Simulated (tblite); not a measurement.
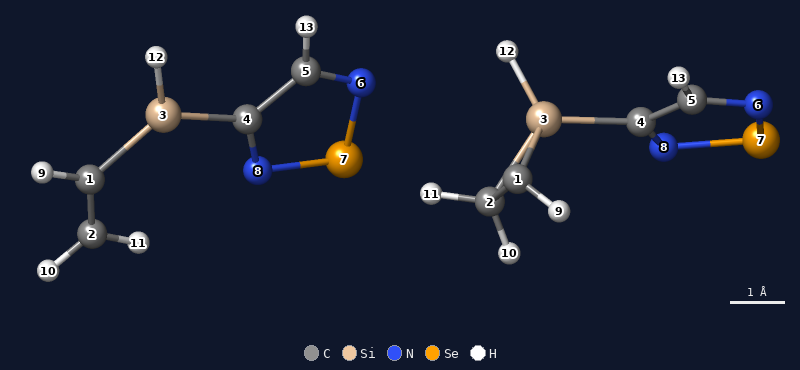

Two geometries of C4H5N2SeSi (multiplicity 2), drawn at one scale. One is the start of a relaxation, the other its converged end. The picture is a ball-and-stick view, seen from a free direction.

Level of theory: GFN2-xTB geometry optimisation, gas phase (tblite 0.8.0). 

**Which one is relaxed?**

The left one is the relaxed one. The atom that moves furthest after the best rigid fit is H9 (2.38 Å). Largest moves by element: H 2.38 Å, Si 0.98 Å, C 0.89 Å, N 0.79 Å, Se 0.50 Å. Among the contacts that change: C2–Si3 1.839 → 2.818 Å, C1–C2 1.519 → 1.338 Å, N6–Se7 1.699 → 1.784 Å, C4–C5 1.359 → 1.422 Å. Bonds break, among them: C2–Si3 (1.84 → 2.82 Å). Among the angles between lasting bonds that change: C2–C1–Si3 65.4° → 123.8°, C1–Si3–C4 114.6° → 122.6°, H10–C2–H11 111.5° → 116.9°. The energy falls by 43.6 kcal/mol in 164 geometry steps. Cost: 1.3 s on 1 thread of Arm Neoverse V1, on a shared host.
